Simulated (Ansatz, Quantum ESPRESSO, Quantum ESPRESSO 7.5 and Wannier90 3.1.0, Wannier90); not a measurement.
**Ballistic channels from Wannier functions: zigzag Ru chain, bond 2.25 Å, width 1.6 Å**

Wanted: localised orbitals and the quantum conductance of this wire: zigzag Ru chain, bond 2.25 Å, width 1.6 Å.

Program: Quantum ESPRESSO 7.5 and Wannier90 3.1.0. Level of theory: plane-wave DFT, PBE, GBRV ultrasoft pseudopotentials (cross-check by Ansatz 0.2.0 with PAW datasets). Results are calculated unless marked as measured.

## 1. Starting point

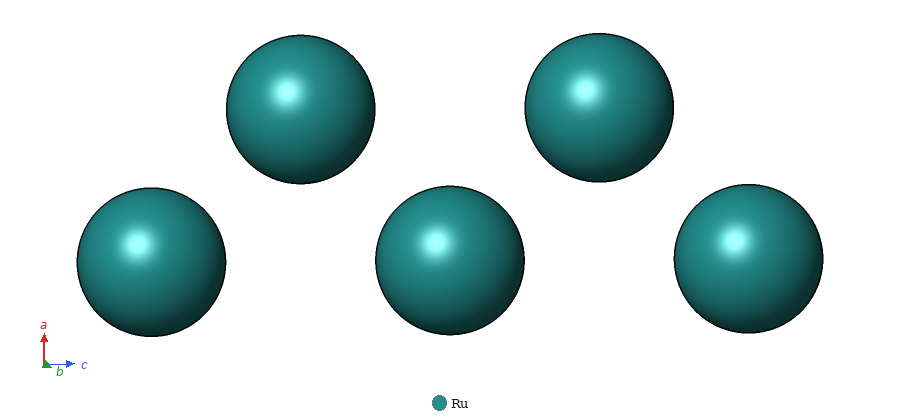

Start, viewed from the side, with the c axis across the page; ruthenium teal. 1×1×2 cells are drawn. Some periodic images of atoms are drawn too.

The cell holds 2 atoms: 2 Ru. Its edges and angles: a = 9.000 Å, b = 8.000 Å, c = 3.164 Å, α = 90.0°, β = 90.0°, γ = 90.0°. Vacuum lies along a and b. The structure's axis is c.

## 2. SCF with pw.x

scf.in

```
&control
  prefix = 'scf'
  outdir = './out'
  pseudo_dir = './pseudo'
  calculation = 'scf'
  tprnfor = .true.
/
&system
  ibrav = 0
  nat = 2
  ntyp = 1
  ecutwfc = 34
  ecutrho = 170
  occupations = 'smearing'
  smearing = 'mv'
  degauss = 0.005
/
&electrons
  conv_thr = 1e-07
  mixing_beta = 0.4
  electron_maxstep = 120
  mixing_mode = 'local-TF'
/
ATOMIC_SPECIES
  Ru  101.0700  ru_pbe_v1.2.uspp.F.UPF
CELL_PARAMETERS angstrom
  9.00000000000000 0.00000000000000 0.00000000000000
  0.00000000000000 8.00000000000000 0.00000000000000
  0.00000000000000 0.00000000000000 3.16385840391127
ATOMIC_POSITIONS crystal
  Ru  -0.088888888900 0.000000000000 0.000000000000
  Ru  0.088888888900 0.000000000000 0.500000000000
K_POINTS automatic
  1 1 24 0 0 0
```

Run with:

```sh
> OMP_NUM_THREADS=1 mpirun -n 2 pw.x -nk 2 -in scf.in > scf.out
```

The program printed:

```text
Program PWSCF v.7.5 starts
[citation notice left out]

     Parallel version (MPI & OpenMP), running on       2 processor cores
     Number of MPI processes:                 2
     Threads/MPI process:                     1

     MPI processes distributed on     1 nodes
[...]
Current dimensions of program PWSCF are:
     Max number of different atomic species (ntypx) = 10
     Max number of k-points (npk) =  40000
     Max angular momentum in pseudopotentials (lmaxx) =  4
     Message from routine setup:
     using ibrav=0 with symmetry is DISCOURAGED, use correct ibrav instead

     K-points division:     npool     =       2
     Subspace diagonalization in iterative solution of the eigenvalue problem:
     a serial algorithm will be used

     G-vector sticks info
     --------------------
     sticks:   dense  smooth     PW     G-vecs:    dense   smooth      PW
     Sum        3489    2787    829                57537    41157    6637

     Using Slab Decomposition

     bravais-lattice index     =            0
     lattice parameter (alat)  =      17.0075  a.u.
     unit-cell volume          =    1537.2558 (a.u.)^3
     number of atoms/cell      =            2
     number of atomic types    =            1
     number of electrons       =        32.00
     number of Kohn-Sham states=           20
     kinetic-energy cutoff     =      34.0000  Ry
     charge density cutoff     =     170.0000  Ry
     scf convergence threshold =      1.0E-07
     mixing beta               =       0.4000
     number of iterations used =            8  local-TF  mixing
     Exchange-correlation= SLA  PW   PBE  PBE
                           (   1   4   3   4   0   0   0)

     celldm(1)=  17.007535  celldm(2)=   0.000000  celldm(3)=   0.000000
     celldm(4)=   0.000000  celldm(5)=   0.000000  celldm(6)=   0.000000

     crystal axes: (cart. coord. in units of alat)
               a(1) = (   1.000000   0.000000   0.000000 )
               a(2) = (   0.000000   0.888889   0.000000 )
               a(3) = (   0.000000   0.000000   0.351540 )

     reciprocal axes: (cart. coord. in units 2 pi/alat)
               b(1) = (  1.000000  0.000000  0.000000 )
               b(2) = (  0.000000  1.125000  0.000000 )
               b(3) = (  0.000000  0.000000  2.844628 )

     PseudoPot. # 1 for Ru read from file:
     ./pseudo/ru_pbe_v1.2.uspp.F.UPF
     Pseudo is Ultrasoft + core correction, Zval = 16.0
     Generated by new atomic code, or converted to UPF format
     Using radial grid of  967 points,  6 beta functions with:
                l(1) =   0
                l(2) =   0
                l(3) =   1
                l(4) =   1
                l(5) =   2
                l(6) =   2
     Q(r) pseudized with  8 coefficients,  rinner =    1.300   1.300   1.300
                                                       1.300   1.300

     atomic species   valence    mass     pseudopotential
     Ru               16.00   101.07000     Ru( 1.00)

      8 Sym. Ops., with inversion, found ( 4 have fractional translation)

   Cartesian axes

     site n.     atom                  positions (alat units)
         1        Ru     tau(   1) = (  -0.0888889   0.0000000   0.0000000  )
         2        Ru     tau(   2) = (   0.0888889   0.0000000   0.1757699  )

     number of k points=    13  Marzari-Vanderbilt smearing, width (Ry)=  0.0050
                       cart. coord. in units 2pi/alat
        k(    1) = (   0.0000000   0.0000000   0.0000000), wk =   0.0833333
        k(    2) = (   0.0000000   0.0000000   0.1185262), wk =   0.1666667
        k(    3) = (   0.0000000   0.0000000   0.2370523), wk =   0.1666667
        k(    4) = (   0.0000000   0.0000000   0.3555785), wk =   0.1666667
        k(    5) = (   0.0000000   0.0000000   0.4741047), wk =   0.1666667
        k(    6) = (   0.0000000   0.0000000   0.5926308), wk =   0.1666667
        k(    7) = (   0.0000000   0.0000000   0.7111570), wk =   0.1666667
        k(    8) = (   0.0000000   0.0000000   0.8296831), wk =   0.1666667
        k(    9) = (   0.0000000   0.0000000   0.9482093), wk =   0.1666667
        k(   10) = (   0.0000000   0.0000000   1.0667355), wk =   0.1666667
[...]
k(   13) = (   0.0000000   0.0000000  -1.4223140), wk =   0.0833333

     Dense  grid:    57537 G-vectors     FFT dimensions: (  72,  64,  30)

     Smooth grid:    41157 G-vectors     FFT dimensions: (  64,  60,  24)

     Estimated max dynamical RAM per process >     133.58 MB

     Estimated total dynamical RAM >     253.12 MB

     Initial potential from superposition of free atoms

     starting charge      30.0000, renormalised to      32.0000

     negative rho (up, down):  1.561E-01 0.000E+00
     Starting wfcs are   26 randomized atomic wfcs

     total cpu time spent up to now is        2.6 secs

     per-process dynamical memory:    47.8 Mb

     Self-consistent Calculation

     iteration #  1     ecut=    34.00 Ry     beta= 0.40
     Davidson diagonalization with overlap
     ethr =  1.00E-02,  avg # of iterations =  3.1

     negative rho (up, down):  1.798E-01 0.000E+00

     total cpu time spent up to now is        4.5 secs

     total energy              =    -388.03446429 Ry
     estimated scf accuracy    <       6.67460073 Ry

     iteration #  2     ecut=    34.00 Ry     beta= 0.40
[...]
negative rho (up, down):  1.974E-01 0.000E+00

[...]
total energy              =    -387.67507634 Ry
     estimated scf accuracy    <       1.60574691 Ry

     iteration #  3     ecut=    34.00 Ry     beta= 0.40
[...]
negative rho (up, down):  1.851E-01 0.000E+00

[...]
total energy              =    -387.96627418 Ry
     estimated scf accuracy    <       0.06366252 Ry

     iteration #  4     ecut=    34.00 Ry     beta= 0.40
[...]
negative rho (up, down):  1.730E-01 0.000E+00

[...]
total energy              =    -387.97119731 Ry
     estimated scf accuracy    <       0.01414850 Ry

     iteration #  5     ecut=    34.00 Ry     beta= 0.40
[...]
negative rho (up, down):  1.561E-01 0.000E+00

[...]
total energy              =    -387.96950113 Ry
     estimated scf accuracy    <       0.00557185 Ry

     iteration #  6     ecut=    34.00 Ry     beta= 0.40
[...]
negative rho (up, down):  1.488E-01 0.000E+00

[...]
total energy              =    -387.96990134 Ry
     estimated scf accuracy    <       0.00070902 Ry

     iteration #  7     ecut=    34.00 Ry     beta= 0.40
[...]
negative rho (up, down):  1.480E-01 0.000E+00

[...]
total energy              =    -387.97001471 Ry
     estimated scf accuracy    <       0.00020083 Ry

     iteration #  8     ecut=    34.00 Ry     beta= 0.40
[...]
negative rho (up, down):  1.479E-01 0.000E+00

[...]
total energy              =    -387.97003809 Ry
     estimated scf accuracy    <       0.00009394 Ry

     iteration #  9     ecut=    34.00 Ry     beta= 0.40
[...]
negative rho (up, down):  1.478E-01 0.000E+00

[...]
total energy              =    -387.97003391 Ry
     estimated scf accuracy    <       0.00002896 Ry

     iteration # 10     ecut=    34.00 Ry     beta= 0.40
[...]
negative rho (up, down):  1.477E-01 0.000E+00

[...]
total energy              =    -387.97003807 Ry
     estimated scf accuracy    <       0.00000204 Ry

     iteration # 11     ecut=    34.00 Ry     beta= 0.40
[...]
negative rho (up, down):  1.478E-01 0.000E+00

[...]
total energy              =    -387.97003848 Ry
     estimated scf accuracy    <       0.00000106 Ry

     iteration # 12     ecut=    34.00 Ry     beta= 0.40
[...]
negative rho (up, down):  1.478E-01 0.000E+00

[...]
End of self-consistent calculation

          k = 0.0000 0.0000 0.0000 (  5145 PWs)   bands (ev):

   -73.6931 -73.2747 -44.2828 -44.2440 -43.2449 -43.1588 -43.1519 -42.9279
    -6.0090  -4.8969  -4.7484  -3.3789  -2.6648  -2.6162  -1.3484  -0.6982
    -0.4913  -0.3011  -0.2467   1.2686

          k = 0.0000 0.0000 0.1185 (  5155 PWs)   bands (ev):

   -73.6912 -73.2764 -44.2853 -44.2490 -43.2434 -43.1553 -43.1507 -42.9292
    -5.9765  -4.8969  -4.7136  -3.3868  -2.7161  -2.6018  -1.2996  -0.6916
    -0.4895  -0.3413  -0.2153   1.0993

          k = 0.0000 0.0000 0.2371 (  5139 PWs)   bands (ev):

   -73.6856 -73.2814 -44.2929 -44.2634 -43.2389 -43.1470 -43.1452 -42.9328
    -5.8796  -4.8954  -4.6108  -3.4106  -2.8485  -2.5582  -1.1752  -0.6775
    -0.4850  -0.4398  -0.1169   0.8515

          k = 0.0000 0.0000 0.3556 (  5163 PWs)   bands (ev):

   -73.6764 -73.2898 -44.3052 -44.2855 -43.2316 -43.1410 -43.1299 -42.9387
    -5.7204  -4.8885  -4.4465  -3.4513  -3.0232  -2.4845  -1.0151  -0.6669
    -0.5558  -0.4819   0.0538   0.5208

          k = 0.0000 0.0000 0.4741 (  5149 PWs)   bands (ev):

   -73.6637 -73.3013 -44.3215 -44.3129 -43.2216 -43.1327 -43.1115 -42.9470
    -5.5029  -4.8697  -4.2330  -3.5090  -3.2118  -2.3782  -0.8497  -0.6664
    -0.6585  -0.4856   0.1562   0.2951

          k = 0.0000 0.0000 0.5926 (  5153 PWs)   bands (ev):

   -73.6479 -73.3158 -44.3429 -44.3410 -43.2091 -43.1224 -43.0922 -42.9576
    -5.2351  -4.8297  -3.9917  -3.5823  -3.3971  -2.2345  -0.7317  -0.6978
    -0.6781  -0.5026  -0.2079   0.5999

[...]
the Fermi energy is    -0.6796 ev

!    total energy              =    -387.97003841 Ry
     estimated scf accuracy    <       0.00000007 Ry
     smearing contrib. (-TS)   =      -0.00064864 Ry
     internal energy E=F+TS    =    -387.96938977 Ry

     The total energy is F=E-TS. E is the sum of the following terms:
     one-electron contribution =    -636.42391325 Ry
     hartree contribution      =     313.62795284 Ry
     xc contribution           =     -51.50594602 Ry
     ewald contribution        =     -13.66748334 Ry

     convergence has been achieved in  12 iterations

     negative rho (up, down):  1.478E-01 0.000E+00

     Forces acting on atoms (cartesian axes, Ry/au):

     atom    1 type  1   force =     0.03514459    0.00000000    0.00000000
     atom    2 type  1   force =    -0.03514459    0.00000000    0.00000000

     Total force =     0.049702     Total SCF correction =     0.000064

[...]
=------------------------------------------------------------------------------=
   JOB DONE.
=------------------------------------------------------------------------------=
```

It took 20 s on 2 MPI ranks of Intel Xeon Platinum 8488C (Sapphire Rapids), shared host; peak memory 0.21 GiB.

Numbers from this step:

* free energy: -5278.6013 eV
* Fermi energy: -0.6796 eV

The program's own clock; routines nest. Time by routine:

| routine | wall time (s) | calls |
| --- | --- | --- |
| PWSCF | 19 | 1 |
| electrons | 16.15 | 1 |
| c_bands | 8.61 | 12 |
| cegterg | 7.79 | 84 |
| h_psi | 6.7 | 331 |
| fftw | 6.1 | 10112 |
| vloc_psi | 6.02 | 331 |
| sum_band | 2.89 | 12 |
| mix_rho | 2.68 | 12 |
| init_run | 2.41 | 1 |
| newd | 1.46 | 13 |
| ffts | 1.43 | 1352 |
| wfcinit | 0.84 | 1 |
| fft | 0.8 | 178 |

The run needed 12 iterations to bring the estimated error under 1e-07 Ry; the largest force on any atom, held or free, is 0.90 eV/Å.

## 3. Full uniform mesh without symmetry

Wannier90 needs the states on a whole uniform mesh, listed point by point, without symmetry.

nscf.in

```
&control
  prefix = 'nscf'
  outdir = './out'
  pseudo_dir = './pseudo'
  calculation = 'nscf'
/
&system
  ibrav = 0
  nat = 2
  ntyp = 1
  ecutwfc = 34
  ecutrho = 170
  occupations = 'smearing'
  smearing = 'mv'
  degauss = 0.005
  nosym = .true.
  noinv = .true.
  nbnd = 40
/
&electrons
  conv_thr = 1e-09
  mixing_beta = 0.4
  electron_maxstep = 120
  mixing_mode = 'local-TF'
  diago_full_acc = .true.
/
ATOMIC_SPECIES
  Ru  101.0700  ru_pbe_v1.2.uspp.F.UPF
CELL_PARAMETERS angstrom
  9.00000000000000 0.00000000000000 0.00000000000000
  0.00000000000000 8.00000000000000 0.00000000000000
  0.00000000000000 0.00000000000000 3.16385840391127
ATOMIC_POSITIONS crystal
  Ru  -0.088888888900 0.000000000000 0.000000000000
  Ru  0.088888888900 0.000000000000 0.500000000000
K_POINTS crystal
12
  0.0000000000 0.0000000000 0.0000000000 0.0833333333
  0.0000000000 0.0000000000 0.0833333333 0.0833333333
  0.0000000000 0.0000000000 0.1666666667 0.0833333333
  0.0000000000 0.0000000000 0.2500000000 0.0833333333
  0.0000000000 0.0000000000 0.3333333333 0.0833333333
  0.0000000000 0.0000000000 0.4166666667 0.0833333333
  0.0000000000 0.0000000000 0.5000000000 0.0833333333
  0.0000000000 0.0000000000 0.5833333333 0.0833333333
  0.0000000000 0.0000000000 0.6666666667 0.0833333333
  0.0000000000 0.0000000000 0.7500000000 0.0833333333
  0.0000000000 0.0000000000 0.8333333333 0.0833333333
  0.0000000000 0.0000000000 0.9166666667 0.0833333333
```

Run with:

```sh
> cp -r out/scf.save out/nscf.save
> cp out/scf.xml out/nscf.xml
> OMP_NUM_THREADS=1 mpirun -n 2 pw.x -nk 1 -in nscf.in > nscf.out
```

The program printed:

```text
[banner, memory and clock lines left out]
Program PWSCF v.7.5 starts
[citation notice left out]

[...]
bravais-lattice index     =            0
     lattice parameter (alat)  =      17.0075  a.u.
     unit-cell volume          =    1537.2558 (a.u.)^3
     number of atoms/cell      =            2
     number of atomic types    =            1
     number of electrons       =        32.00
     number of Kohn-Sham states=           40
     kinetic-energy cutoff     =      34.0000  Ry
     charge density cutoff     =     170.0000  Ry
     Exchange-correlation= SLA  PW   PBE  PBE
                           (   1   4   3   4   0   0   0)

[...]
PseudoPot. # 1 for Ru read from file:
     ./pseudo/ru_pbe_v1.2.uspp.F.UPF
     Pseudo is Ultrasoft + core correction, Zval = 16.0
     Generated by new atomic code, or converted to UPF format
     Using radial grid of  967 points,  6 beta functions with:
                l(1) =   0
                l(2) =   0
                l(3) =   1
                l(4) =   1
                l(5) =   2
                l(6) =   2
     Q(r) pseudized with  8 coefficients,  rinner =    1.300   1.300   1.300
                                                       1.300   1.300

     atomic species   valence    mass     pseudopotential
     Ru               16.00   101.07000     Ru( 1.00)

     No symmetry found

[...]
number of k points=    12  Marzari-Vanderbilt smearing, width (Ry)=  0.0050
[...]
Dense  grid:    57537 G-vectors     FFT dimensions: (  72,  64,  25)

     Smooth grid:    41157 G-vectors     FFT dimensions: (  64,  60,  24)

     The potential is recalculated from file :
     ./out/nscf.save/charge-density

     negative rho (up, down):  1.494E-01 0.000E+00
     Starting wfcs are   26 randomized atomic wfcs +   14 random wfcs

     Band Structure Calculation
     Davidson diagonalization with overlap

     ethr =  3.13E-12,  avg # of iterations = 46.2

     End of band structure calculation

          k = 0.0000 0.0000 0.0000 (  5145 PWs)   bands (ev):

   -73.6900 -73.2716 -44.2795 -44.2411 -43.2421 -43.1555 -43.1489 -42.9251
    -6.0062  -4.8939  -4.7459  -3.3763  -2.6623  -2.6143  -1.3459  -0.6957
    -0.4887  -0.2985  -0.2452   1.1993   1.2698   2.3604   3.7173   4.7955
     5.2087   5.2100   5.5852   6.6916   7.8419   9.0378   9.7510  10.4366
    10.7228  11.0848  11.1574  11.7990  11.8626  12.3112  12.3799  12.8073

          k = 0.0000 0.0000 0.2371 (  5139 PWs)   bands (ev):

   -73.6825 -73.2783 -44.2896 -44.2605 -43.2361 -43.1440 -43.1418 -42.9300
    -5.8768  -4.8924  -4.6083  -3.4080  -2.8459  -2.5563  -1.1727  -0.6751
    -0.4823  -0.4373  -0.1153   0.8543   1.5365   2.5306   3.8395   4.8616
     5.3108   5.3141   5.7098   6.8601   7.9378   9.1816   9.8566  10.5458
    10.8132  11.1801  11.1933  11.2542  11.8827  11.9522  12.4885  12.8846

[...]
the Fermi energy is    -0.6690 ev
     (compare with:    -0.6796 eV, computed in scf)

[...]
```

Run time: 21 s. Hardware: 2 MPI ranks; peak memory 0.14 GiB.

This step gave:

| Property | Result |
| --- | --- |
| Fermi energy | -0.669 eV |

The program's own clock; routines nest. Time by routine:

| routine | wall time (s) | calls |
| --- | --- | --- |
| PWSCF | 20.65 | 1 |
| electrons | 19.34 | 1 |
| c_bands | 19.34 | 1 |
| cegterg | 18.66 | 34 |
| h_psi | 11.97 | 601 |
| vloc_psi | 10.97 | 601 |
| fftw | 9.84 | 22604 |
| cdiaghg | 1.21 | 567 |
| init_run | 1.13 | 1 |
| h_psi:calbec | 0.56 | 601 |
| calbec | 0.55 | 601 |
| hinit0 | 0.52 | 1 |
| potinit | 0.45 | 1 |
| fft | 0.45 | 13 |

(Part 1 of 5 ends here.)

[Logs are printed without paths, hosts, clocks, repeated set-up lines and the standing remarks that a program may print on its own settings, such as how far it seeks lower states.]

[Hosts, paths, dates, database ids (printed as entryN), source tags and the programs' standing remarks are cut or masked in the printed files.]

[Maps of the electrostatic potential energy from Ansatz leave out the sawtooth potential of an applied field or a dipole correction, so their vacuum need not be flat; planar profiles and work functions include it.]
